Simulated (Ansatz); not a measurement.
# AlClFGeH3: one molecule under many settings

Aim: run AlClFGeH3 under a spread of inputs, and see what each costs and gives.

The runs use Ansatz 0.2.0, Gaussian basis; the settings change from run to run.

### Step 1. The relaxed structure

The geometry comes from an earlier relaxation with PBE0-D4 in a triple-zeta def2 set; it is a stationary point, not always the lowest conformer.

SMILES `[F][Al]([Cl])[GeH3]`, 7 atoms, charge 0, spin multiplicity 1.

Atoms are counted from 1 here; the program's logs count them from 0.

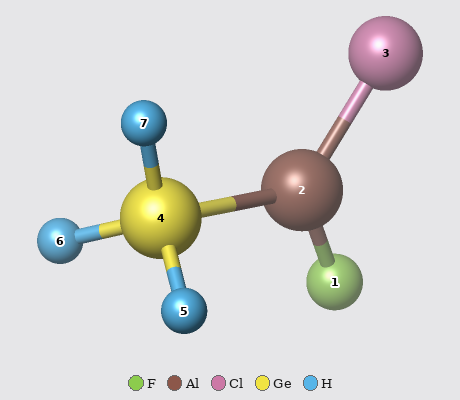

The structure; fluorine green, aluminium brown, chlorine pink, germanium yellow, hydrogen blue; atoms are numbered from 1 in the order of the file.

### Step 2. B3LYP/aug-cc-pVTZ

This run has coordinates scaled by 1.12.

Input file in.yaml:

```yaml
crystal:
  periodic: [false, false, false]
  atoms:
    - {symbol: F, position_ang: [1.877056, -0.627330, 2.171547]}
    - {symbol: Al, position_ang: [0.770631, -1.069028, 0.767095]}
    - {symbol: Cl, position_ang: [0.594566, -3.338989, 0.236333]}
    - {symbol: Ge, position_ang: [-0.574462, 0.907263, -0.588037]}
    - {symbol: H, position_ang: [0.539217, 2.034237, -1.262761]}
    - {symbol: H, position_ang: [-1.611087, 1.767634, 0.484792]}
    - {symbol: H, position_ang: [-1.527265, 0.250053, -1.860153]}
basis:
  gaussian: {orbitals: aug-cc-pVTZ}
hamiltonian: {xc: {name: B3LYP}}
output: {forces: true}
```

Command:

```sh
> ansatz run in.yaml --threads 2 --pin off --events-out ev --progress --plain --max-ram 31744MiB --backend cuda --devices 0, --max-vram 18GiB
```

The program printed (excerpt; [...] marks lines left out):

```text
Functional definition: B3LYP
  name "B3LYP"
  cite "Stephens, Devlin, Chabalowski & Frisch, J. Phys. Chem. 98, 11623 (1994) doi:10.1021/j100096a001"
  cite "Becke, Phys. Rev. A 38, 3098 (1988) doi:10.1103/PhysRevA.38.3098"
  cite "Lee, Yang & Parr, Phys. Rev. B 37, 785 (1988) doi:10.1103/PhysRevB.37.785"
  cite "Vosko, Wilk & Nusair, Can. J. Phys. 58, 1200 (1980) doi:10.1139/p80-159"
[...]
1607 factors; their error is unknown
[...]
mean field -78411.53472451 eV, -2881.5707518785 hartree, gradient 3.9e-5 eV, S^2 0.000000; 0 other end points of the search recorded, 0 dependent functions left out
[...]
reference -78411.53507908 eV, -2881.5707649088 hartree; 37, 37 occupied and 237, 237 virtual orbitals, 1607 factors
Total energy: -78411.53507908 eV, -2881.5707649088 hartree
Atom 0 at     1.877056    -0.627330     2.171547 Å, force    -1.947555    -0.806617    -2.476188 eV/Å
Atom 1 at     0.770631    -1.069028     0.767095 Å, force     1.058050    -0.383553     1.230757 eV/Å
Atom 2 at     0.594566    -3.338989     0.236333 Å, force     0.186699     2.218361     0.536473 eV/Å
Atom 3 at    -0.574462     0.907263    -0.588037 Å, force    -0.410271     0.659137    -0.402365 eV/Å
Atom 4 at     0.539217     2.034237    -1.262761 Å, force    -1.296909    -1.374954     0.819542 eV/Å
Atom 5 at    -1.611087     1.767634     0.484792 Å, force     1.249119    -1.058927    -1.249639 eV/Å
Atom 6 at    -1.527265     0.250053    -1.860153 Å, force     1.160866     0.746555     1.541421 eV/Å
Dipole moment:    -0.305984     0.409334    -0.314519 e Å
```

Run time: 2.5 s. Hardware: 1 × H100 (card shared with other runs) with 2 threads of AMD EPYC 7R13, shared host; peak host memory 0.91 GiB.

Largest force 3.252 eV/Å, dipole 2.88 D.

### Step 3. B97M-V/6-31G

This run has charge +1, multiplicity 2, restricted open-shell orbitals, relativity set to none.

Input file in.yaml:

```yaml
crystal:
  periodic: [false, false, false]
  atoms:
    - {symbol: F, position_ang: [1.675943, -0.560116, 1.938881]}
    - {symbol: Al, position_ang: [0.688063, -0.954489, 0.684906]}
    - {symbol: Cl, position_ang: [0.530863, -2.981240, 0.211011]}
    - {symbol: Ge, position_ang: [-0.512913, 0.810056, -0.525033]}
    - {symbol: H, position_ang: [0.481444, 1.816283, -1.127466]}
    - {symbol: H, position_ang: [-1.438471, 1.578245, 0.432850]}
    - {symbol: H, position_ang: [-1.363630, 0.223262, -1.660851]}
basis:
  gaussian: {orbitals: 6-31G}
total_charge: 1
magnetization: {spin_polarized: false, initial_magnetization: 1}
hamiltonian: {xc: {name: B97M-V}, pseudopotentials: {relativity: none}}
output: {forces: true}
```

Command:

```sh
> ansatz run in.yaml --threads 2 --pin off --events-out ev --progress --plain --max-ram 31744MiB --backend cpu
```

The program printed (excerpt; [...] marks lines left out):

```text
Functional definition: B97M-V
  name "B97M-V"
  cite "Mardirossian & Head-Gordon, J. Chem. Phys. 142, 074111 (2015) doi:10.1063/1.4907719"
  cite "Becke, J. Chem. Phys. 107, 8554 (1997) doi:10.1063/1.475007"
  cite "Vydrov & Van Voorhis, J. Chem. Phys. 133, 244103 (2010) doi:10.1063/1.3521275"
  # Of w^i u^j: cxij and so on, Table III.
[...]
  gx(w, u) = cx00 + cx01*u + cx02*u^2 + (cx10 + cx11*u)*w
  gss(w, u) = css00 + css02*u^2 + css10*w + (css32*w^3 + css42*w^4)*u^2
  gos(w, u) = cos00 + cos01*u + cos03*u^3 + cos10*w + cos32*w^3*u^2
[...]
      + integral(e_c_pw_mod_opposite_spin*gos(b97_w_opposite, b97_u_opposite)) + vv10(b, c)
702 factors; integrals over basis functions are off by at most 3.9e-4 eV
[...]
mean field -78368.09529521 eV, -2879.9743822959 hartree, gradient 2.7e-5 eV, S^2 0.750000; 8 other end points of the search recorded, 0 dependent functions left out
[...]
reference -78368.09536710 eV, -2879.9743849380 hartree; 37, 36 occupied and 33, 34 virtual orbitals, 702 factors
Total energy: -78368.09536710 eV, -2879.9743849380 hartree
Atom 0 at     1.675943    -0.560116     1.938881 Å, force     0.793102     0.695972     1.059812 eV/Å
Atom 1 at     0.688063    -0.954489     0.684906 Å, force     0.247660    -0.267346     0.262649 eV/Å
Atom 2 at     0.530863    -2.981240     0.211011 Å, force    -0.343939    -1.265520    -0.594045 eV/Å
Atom 3 at    -0.512913     0.810056    -0.525033 Å, force    -1.565772     2.070402    -1.608670 eV/Å
Atom 4 at     0.481444     1.816283    -1.127466 Å, force     0.527661    -0.343682     0.216391 eV/Å
Atom 5 at    -1.438471     1.578245     0.432850 Å, force     0.158501    -0.388708     0.515835 eV/Å
Atom 6 at    -1.363630     0.223262    -1.660851 Å, force     0.182787    -0.501119     0.148027 eV/Å
Dipole moment:    -0.299124     0.306246    -0.320204 e Å
```

Run time: 13 s. Hardware: 2 threads of AMD EPYC 7R13, shared host.

Largest force 3.054 eV/Å.

### Step 4. RPA/ANO-RCC-VTZP

This run has atoms shaken by 0.15 Å, finite nuclei, correlated electrons set to all.

Input file in.yaml:

```yaml
crystal:
  periodic: [false, false, false]
  atoms:
    - {symbol: F, position_ang: [1.937091, -0.295669, 1.933968]}
    - {symbol: Al, position_ang: [0.748662, -1.085790, 0.978023]}
    - {symbol: Cl, position_ang: [0.492503, -2.941549, 0.180026]}
    - {symbol: Ge, position_ang: [-0.361587, 0.527575, -0.417224]}
    - {symbol: H, position_ang: [0.405407, 1.961193, -1.213613]}
    - {symbol: H, position_ang: [-1.407372, 1.490235, 0.569371]}
    - {symbol: H, position_ang: [-1.474793, -0.029986, -1.627478]}
basis:
  gaussian: {orbitals: ANO-RCC-VTZP, nuclear_model: gaussian}
hamiltonian: {xc: {name: HSE06}}
correlation: {method: rpa, electrons: all}
```

The command is unchanged.

The program printed (excerpt; [...] marks lines left out):

```text
Functional definition: HSE06
  name "HSE06"
  cite "Heyd, Scuseria & Ernzerhof, J. Chem. Phys. 118, 8207 (2003) doi:10.1063/1.1564060"
  cite "Krukau, Vydrov, Izmaylov & Scuseria, J. Chem. Phys. 125, 224106 (2006) doi:10.1063/1.2404663"
  cite "Heyd & Scuseria, J. Chem. Phys. 120, 7274 (2004) doi:10.1063/1.1668634"
  cite "Ernzerhof & Perdew, J. Chem. Phys. 109, 3313 (1998) doi:10.1063/1.476928"
  cite "Perdew, Burke & Ernzerhof, Phys. Rev. Lett. 77, 3865 (1996) doi:10.1103/PhysRevLett.77.3865"
  parent pbe
[...]
  # The whole range is PBE's own exchange, as in plane waves. The composition of these papers is wPBEh.
[...]
1170 factors; integrals over basis functions are off by at most 1.1e-3 eV
94 factors; integrals over basis functions are off by at most 4.2e-6 eV
[...]
mean field -79037.26479316 eV, -2904.5659077664 hartree, gradient 5.0e-6 eV, S^2 0.000000; 0 other end points of the search recorded, 0 dependent functions left out
reference -78961.09847082 eV, -2901.7668470477 hartree; 37, 37 occupied and 146, 146 virtual orbitals, 1170 factors
Total energy: -79016.61394362 eV, -2903.8070030434 hartree
Relativity: scalar
```

Run time: 14 s. Hardware: 2 threads of AMD EPYC 7R13, shared host; peak memory 0.55 GiB.

### Step 5. PBE0-DH/cc-pVDZ

Options: density fitting with def2-universal-jkfit.

Input file in.yaml:

```yaml
crystal:
  periodic: [false, false, false]
  atoms:
    - {symbol: F, position_ang: [1.675943, -0.560116, 1.938881]}
    - {symbol: Al, position_ang: [0.688063, -0.954489, 0.684906]}
    - {symbol: Cl, position_ang: [0.530863, -2.981240, 0.211011]}
    - {symbol: Ge, position_ang: [-0.512913, 0.810056, -0.525033]}
    - {symbol: H, position_ang: [0.481444, 1.816283, -1.127466]}
    - {symbol: H, position_ang: [-1.438471, 1.578245, 0.432850]}
    - {symbol: H, position_ang: [-1.363630, 0.223262, -1.660851]}
basis:
  gaussian: {orbitals: cc-pVDZ, fitting: {mean_field: def2-universal-jkfit}}
hamiltonian: {xc: {name: PBE0-DH}}
```

Same command.

The program printed (excerpt; [...] marks lines left out):

```text
Functional definition: PBE0-DH
  name "PBE0-DH"
  cite "Brémond & Adamo, J. Chem. Phys. 135, 024106 (2011) doi:10.1063/1.3604569"
  cite "Perdew, Burke & Ernzerhof, Phys. Rev. Lett. 77, 3865 (1996) doi:10.1103/PhysRevLett.77.3865"
[...]
653 factors; integrals over basis functions are off by at most 3.4e-1 eV
[...]
mean field -78382.82167029 eV, -2880.5155665986 hartree, gradient 2.1e-6 eV, S^2 0.000000; 0 other end points of the search recorded, 0 dependent functions left out
20 core orbitals not correlated: weight in the atoms' cores, before any rotation towards them, 1.000 or more for the frozen orbitals, at most 0.000 for the correlated occupied ones
reference -78382.82169201 eV, -2880.5155673965 hartree; 17, 17 occupied and 55, 55 virtual orbitals, 653 factors
second order -16.80194286 eV of doubles, -0.00000000 eV of singles
Total energy: -78384.92193487 eV, -2880.5927498980 hartree
```

It took 1.7 s on 2 threads of AMD EPYC 7R13, shared host.

### Step 6. r2SCAN/aug-cc-pVDZ

Options: charge -1, multiplicity 2, rVV10 dispersion.

Changes to in.yaml since step 5:

```diff
@@ -11,3 +11,5 @@
 basis:
-  gaussian: {orbitals: cc-pVDZ, fitting: {mean_field: def2-universal-jkfit}}
-hamiltonian: {xc: {name: PBE0-DH}}
+  gaussian: {orbitals: aug-cc-pVDZ}
+total_charge: -1
+magnetization: {spin_polarized: true, initial_magnetization: 1}
+hamiltonian: {xc: {name: r2SCAN}, dispersion: rvv10}
```

Launched as before.

The program printed (excerpt; [...] marks lines left out):

```text
Functional definition: r2SCAN+rVV10
  name "r2SCAN+rVV10"
  cite "Furness, Kaplan, Ning, Perdew & Sun, J. Phys. Chem. Lett. 11, 8208 (2020) doi:10.1021/acs.jpclett.0c02405"
  cite "Furness, Kaplan, Ning, Perdew & Sun, J. Phys. Chem. Lett. 11, 9248 (2020) doi:10.1021/acs.jpclett.0c03077"
  cite "Vydrov & Van Voorhis, J. Chem. Phys. 133, 244103 (2010) doi:10.1063/1.3521275"
  cite "Sabatini, Gorni & de Gironcoli, Phys. Rev. B 87, 041108(R) (2013) doi:10.1103/PhysRevB.87.041108"
  cite "Ning et al., Phys. Rev. B 106, 075422 (2022) doi:10.1103/PhysRevB.106.075422"
  parent "r2scan"
[...]
1472 factors; their error is unknown
[...]
mean field -78401.30478935 eV, -2881.1948086956 hartree, gradient 4.2e-6 eV, S^2 0.760221; 8 other end points of the search recorded, 0 dependent functions left out
reference -78401.30488511 eV, -2881.1948122146 hartree; 38, 37 occupied and 102, 103 virtual orbitals, 1472 factors
Total energy: -78401.30488511 eV, -2881.1948122146 hartree
```

Run time: 26 s. Hardware: 2 threads of AMD EPYC 7R13, shared host.

⟨S²⟩ 0.760.

### Step 7. wB97/def2-TZVPD

Options: charge -1, multiplicity 2, coordinates scaled by 1.12, high accuracy.

Input file in.yaml:

```yaml
crystal:
  periodic: [false, false, false]
  atoms:
    - {symbol: F, position_ang: [1.877056, -0.627330, 2.171547]}
    - {symbol: Al, position_ang: [0.770631, -1.069028, 0.767095]}
    - {symbol: Cl, position_ang: [0.594566, -3.338989, 0.236333]}
    - {symbol: Ge, position_ang: [-0.574462, 0.907263, -0.588037]}
    - {symbol: H, position_ang: [0.539217, 2.034237, -1.262761]}
    - {symbol: H, position_ang: [-1.611087, 1.767634, 0.484792]}
    - {symbol: H, position_ang: [-1.527265, 0.250053, -1.860153]}
basis:
  gaussian: {orbitals: def2-TZVPD}
total_charge: -1
magnetization: {spin_polarized: true, initial_magnetization: 1}
hamiltonian: {xc: {name: wB97}}
accuracy: high
```

The command is unchanged.

The program printed (excerpt; [...] marks lines left out):

```text
Functional definition: wB97
  name "wB97"
  cite "Chai & Head-Gordon, J. Chem. Phys. 128, 084106 (2008) doi:10.1063/1.2834918"
  cite "Becke, J. Chem. Phys. 107, 8554 (1997) doi:10.1063/1.475007"
[...]
  # The coefficients of nought are those of the uniform gas.
[...]
      + integral(e_c_pw_opposite_spin*poly(b97_u_opposite, 1, cos1, cos2, cos3, cos4))
3338 factors; integrals over basis functions are off by at most 6.1e-9 eV
968 factors; integrals over basis functions are off by at most 6.8e-9 eV
[...]
mean field -78412.16792731 eV, -2881.5940216524 hartree, gradient 2.8e-8 eV, S^2 0.758359; 2 other end points of the search recorded, 0 dependent functions left out
reference -78412.16792754 eV, -2881.5940216608 hartree; 38, 37 occupied and 172, 173 virtual orbitals, 3338 factors
Total energy: -78412.16792754 eV, -2881.5940216608 hartree
```

It took 2.6 min on 2 threads of AMD EPYC 7R13, shared host; peak memory 2.2 GiB.

⟨S²⟩ 0.758.

### Step 8. revPBE0/x2c-TZVPPall

Set apart from the defaults: D3(BJ) dispersion.

Input file in.yaml:

```yaml
crystal:
  periodic: [false, false, false]
  atoms:
    - {symbol: F, position_ang: [1.675943, -0.560116, 1.938881]}
    - {symbol: Al, position_ang: [0.688063, -0.954489, 0.684906]}
    - {symbol: Cl, position_ang: [0.530863, -2.981240, 0.211011]}
    - {symbol: Ge, position_ang: [-0.512913, 0.810056, -0.525033]}
    - {symbol: H, position_ang: [0.481444, 1.816283, -1.127466]}
    - {symbol: H, position_ang: [-1.438471, 1.578245, 0.432850]}
    - {symbol: H, position_ang: [-1.363630, 0.223262, -1.660851]}
basis:
  gaussian: {orbitals: x2c-TZVPPall}
hamiltonian: {xc: {name: revPBE0}, dispersion: d3bj}
```

The command is unchanged.

The program printed:

```text
Functional definition: revPBE0
  name "revPBE0"
  cite "Zhang & Yang, Phys. Rev. Lett. 80, 890 (1998) doi:10.1103/PhysRevLett.80.890"
  cite "Adamo & Barone, J. Chem. Phys. 110, 6158 (1999) doi:10.1063/1.478522"
  cite "Perdew, Burke & Ernzerhof, Phys. Rev. Lett. 77, 3865 (1996) doi:10.1103/PhysRevLett.77.3865"
  parameter a = 0.25
  parameter kappa = 1.245
  parameter beta = 0.06672455060314922
  exchange = (1 - a)*pbe_x(kappa = kappa, mu = beta*pi^2/3) + a*exact_x
  correlation = pbe_c(beta = beta)
1345 factors; their error is unknown
mean field evaluation 1: about -79044.5929 eV, gradient 4.2e1 eV
mean field evaluation 2: about -79040.1281 eV, gradient 7.1e1 eV
mean field evaluation 4: about -79047.1421 eV, gradient 1.8e0 eV
mean field evaluation 8: about -79047.1450 eV, gradient 3.1e-2 eV
mean field -79047.34785384 eV, -2904.9364534117 hartree, gradient 6.8e-5 eV, S^2 0.000000; 0 other end points of the search recorded, 0 dependent functions left out
reference -79047.34789592 eV, -2904.9364549584 hartree; 37, 37 occupied and 168, 168 virtual orbitals, 1345 factors
Total energy: -79047.63544033 eV, -2904.9470220205 hartree
Relativity: scalar
```

It took 2.9 s on 2 threads of AMD EPYC 7R13, shared host; peak memory 0.51 GiB.

### Step 9. MP2/cc-pVTZ

This run has charge +1, multiplicity 2, restricted open-shell orbitals, atoms shaken by 0.15 Å, high accuracy, the search for lower states set to off.

Input file in.yaml:

```yaml
crystal:
  periodic: [false, false, false]
  atoms:
    - {symbol: F, position_ang: [1.607154, -0.578654, 1.983888]}
    - {symbol: Al, position_ang: [0.690155, -0.840277, 0.714614]}
    - {symbol: Cl, position_ang: [0.551112, -2.904036, 0.251504]}
    - {symbol: Ge, position_ang: [-0.464433, 0.640613, -0.469895]}
    - {symbol: H, position_ang: [0.551694, 1.954836, -1.072253]}
    - {symbol: H, position_ang: [-1.462634, 1.307402, 0.724577]}
    - {symbol: H, position_ang: [-1.690341, 0.262948, -1.704058]}
basis:
  gaussian: {orbitals: cc-pVTZ}
total_charge: 1
magnetization: {spin_polarized: false, initial_magnetization: 1}
hamiltonian: {xc: {name: HF}}
correlation: {method: mp2}
accuracy: high
scf: {lower_state_search: off}
output: {forces: true}
```

Launched as before.

The program printed (excerpt; [...] marks lines left out):

```text
Functional definition: HF
  name "HF"
  cite "Fock, Z. Phys. 61, 126 (1930) doi:10.1007/BF01340294"
  parent pbe
[...]
3023 factors; integrals over basis functions are off by at most 1.1e-8 eV
[...]
mean field -78308.64651383 eV, -2877.7896798761 hartree, gradient 4.5e-8 eV, S^2 0.750000; 0 other end points of the search recorded, 0 dependent functions left out
20 core orbitals not correlated: weight in the atoms' cores, before any rotation towards them, 1.000 or more for the frozen orbitals, at most 0.000 for the correlated occupied ones
reference -78308.64651383 eV, -2877.7896798761 hartree; 17, 16 occupied and 146, 147 virtual orbitals, 3023 factors
second order -19.06440916 eV of doubles, -0.07445294 eV of singles
[...]
Total energy: -78327.78537593 eV, -2878.4930200855 hartree
Atom 0 at     1.607154    -0.578654     1.983888 Å, force     0.913444     0.969642     1.305928 eV/Å
Atom 1 at     0.690155    -0.840277     0.714614 Å, force     1.568958    -4.236495     1.531637 eV/Å
Atom 2 at     0.551112    -2.904036     0.251504 Å, force    -0.376330     1.106799    -0.392316 eV/Å
Atom 3 at    -0.464433     0.640613    -0.469895 Å, force    -4.560554     5.024600    -4.771403 eV/Å
Atom 4 at     0.551694     1.954836    -1.072253 Å, force    -0.939730    -2.200512     0.818096 eV/Å
Atom 5 at    -1.462634     1.307402     0.724577 Å, force     1.126074    -1.156423    -0.516748 eV/Å
Atom 6 at    -1.690341     0.262948    -1.704058 Å, force     2.268138     0.492389     2.024806 eV/Å
Dipole moment:    -0.416050     0.714319    -0.428269 e Å
Checks for a lower state left out: starts, cluster_reference, orbital_swaps, neighbouring_geometries, increment
```

It took 42 s on 2 threads of AMD EPYC 7R13, shared host; peak memory 1.2 GiB.

Largest force 8.295 eV/Å.

### Step 10. B97M-V/6-31G

Set apart from the defaults: charge +1, multiplicity 2.

Input file in.yaml:

```yaml
crystal:
  periodic: [false, false, false]
  atoms:
    - {symbol: F, position_ang: [1.675943, -0.560116, 1.938881]}
    - {symbol: Al, position_ang: [0.688063, -0.954489, 0.684906]}
    - {symbol: Cl, position_ang: [0.530863, -2.981240, 0.211011]}
    - {symbol: Ge, position_ang: [-0.512913, 0.810056, -0.525033]}
    - {symbol: H, position_ang: [0.481444, 1.816283, -1.127466]}
    - {symbol: H, position_ang: [-1.438471, 1.578245, 0.432850]}
    - {symbol: H, position_ang: [-1.363630, 0.223262, -1.660851]}
basis:
  gaussian: {orbitals: 6-31G}
total_charge: 1
magnetization: {spin_polarized: true, initial_magnetization: 1}
hamiltonian: {xc: {name: B97M-V}}
output: {forces: true}
```

Launched as before.

The program printed (excerpt; [...] marks lines left out):

```text
Functional definition: B97M-V
  name "B97M-V"
  cite "Mardirossian & Head-Gordon, J. Chem. Phys. 142, 074111 (2015) doi:10.1063/1.4907719"
  cite "Becke, J. Chem. Phys. 107, 8554 (1997) doi:10.1063/1.475007"
  cite "Vydrov & Van Voorhis, J. Chem. Phys. 133, 244103 (2010) doi:10.1063/1.3521275"
  # Of w^i u^j: cxij and so on, Table III.
[...]
  gx(w, u) = cx00 + cx01*u + cx02*u^2 + (cx10 + cx11*u)*w
  gss(w, u) = css00 + css02*u^2 + css10*w + (css32*w^3 + css42*w^4)*u^2
  gos(w, u) = cos00 + cos01*u + cos03*u^3 + cos10*w + cos32*w^3*u^2
[...]
      + integral(e_c_pw_mod_opposite_spin*gos(b97_w_opposite, b97_u_opposite)) + vv10(b, c)
702 factors; integrals over basis functions are off by at most 3.9e-4 eV
[...]
mean field -78368.10457791 eV, -2879.9747234291 hartree, gradient 3.0e-5 eV, S^2 0.751503; 4 other end points of the search recorded, 0 dependent functions left out
[...]
reference -78368.10464979 eV, -2879.9747260704 hartree; 37, 36 occupied and 33, 34 virtual orbitals, 702 factors
Total energy: -78368.10464979 eV, -2879.9747260704 hartree
Atom 0 at     1.675943    -0.560116     1.938881 Å, force     0.793904     0.695020     1.060651 eV/Å
Atom 1 at     0.688063    -0.954489     0.684906 Å, force     0.244592    -0.249742     0.261396 eV/Å
Atom 2 at     0.530863    -2.981240     0.211011 Å, force    -0.344481    -1.276638    -0.596256 eV/Å
Atom 3 at    -0.512913     0.810056    -0.525033 Å, force    -1.563189     2.065349    -1.606240 eV/Å
Atom 4 at     0.481444     1.816283    -1.127466 Å, force     0.526935    -0.344763     0.216734 eV/Å
Atom 5 at    -1.438471     1.578245     0.432850 Å, force     0.159131    -0.389615     0.515067 eV/Å
Atom 6 at    -1.363630     0.223262    -1.660851 Å, force     0.183107    -0.499611     0.148649 eV/Å
Dipole moment:    -0.298147     0.302771    -0.319505 e Å
```

Run time: 10 s. Hardware: 2 threads of AMD EPYC 7R13, shared host.

Largest force 3.048 eV/Å, ⟨S²⟩ 0.752.

### Step 11. All runs side by side

| level | charge | multiplicity | geometry | functions | energy (eV) | time |
| --- | --- | --- | --- | --- | --- | --- |
| B3LYP/aug-cc-pVTZ | 0 | 1 | scaled | 274 | -78411.535 | 2.5 s |
| B97M-V/6-31G | 1 | 2 | relaxed | 70 | -78368.095 | 13 s |
| RPA/ANO-RCC-VTZP | 0 | 1 | shaken | 183 | -79016.614 | 14 s |
| PBE0-DH/cc-pVDZ | 0 | 1 | relaxed | 92 | -78384.922 | 1.7 s |
| r2SCAN/aug-cc-pVDZ | -1 | 2 | relaxed | 140 | -78401.305 | 26 s |
| wB97/def2-TZVPD | -1 | 2 | scaled | 210 | -78412.168 | 2.6 min |
| revPBE0/x2c-TZVPPall | 0 | 1 | relaxed | 205 | -79047.635 | 2.9 s |
| MP2/cc-pVTZ | 1 | 2 | shaken | 183 | -78327.785 | 42 s |
| B97M-V/6-31G | 1 | 2 | relaxed | 70 | -78368.105 | 10 s |

### Step 12. Results

```
                                         quantity                     value
                                             runs                         9
                                         quickest    PBE0-DH/cc-pVDZ, 1.7 s
                                          slowest  wB97/def2-TZVPD, 2.6 min
spread of total energies, same state and geometry                  662.7 eV
```

What this shows: wB97/def2-TZVPD took 93 times as long as PBE0-DH/cc-pVDZ. The jobs differ in tasks and options as well as level. The totals spread over 663 eV; they can't be compared across methods or bases. Some of these runs are scalar-relativistic and others not, which shifts the totals of all-electron atoms past neon by eV; core potentials, where a basis has them, take the core out of the total altogether.
